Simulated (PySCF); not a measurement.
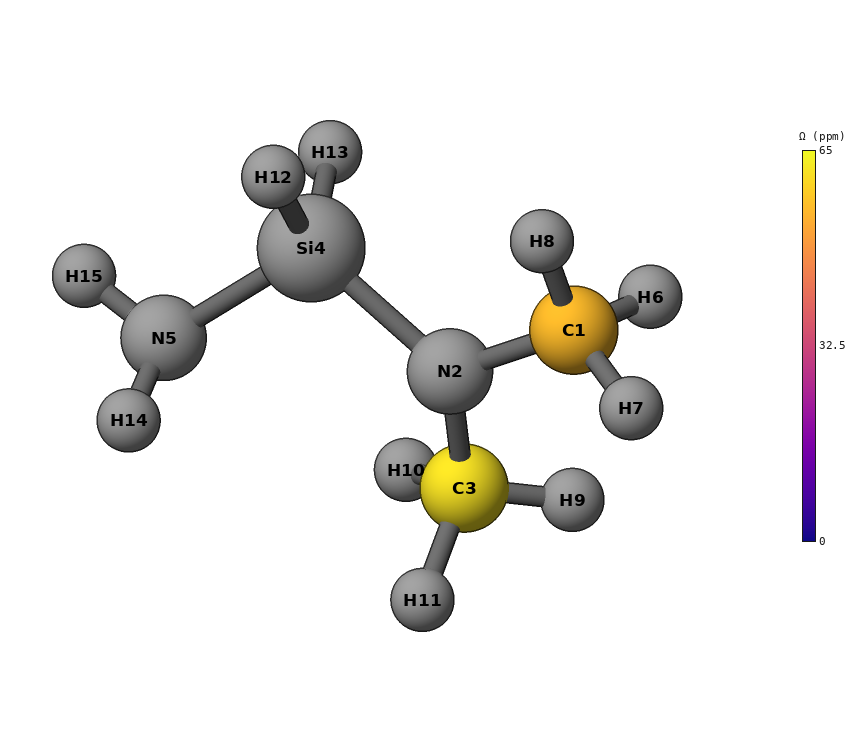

The C atoms are coloured by the span of their shielding tensor. Geometry: a frame of a GFN2-xTB molecular-dynamics simulation, not a minimum. Properties computed with GIAO PBE0/pcSseg-1 NMR shielding, non-relativistic, gas phase (PySCF 2.14.0). Principal shieldings σ11 ≤ σ22 ≤ σ33, span Ω = σ33 − σ11, skew κ = 3(σiso − σ22)/Ω.

Which C atom has the most anisotropic shielding?

C3, with a span of 62 ppm.

Give the shielding tensors of the C atoms.

| atom | σ11 | σ22 | σ33 | σiso | Ω | κ |
| --- | --- | --- | --- | --- | --- | --- |
| C1 | 125.1 | 129.6 | 180.6 | 145.1 | 55.6 | 0.84 |
| C3 | 119.2 | 135.5 | 180.8 | 145.2 | 61.6 | 0.47 |

Shieldings and span in ppm.
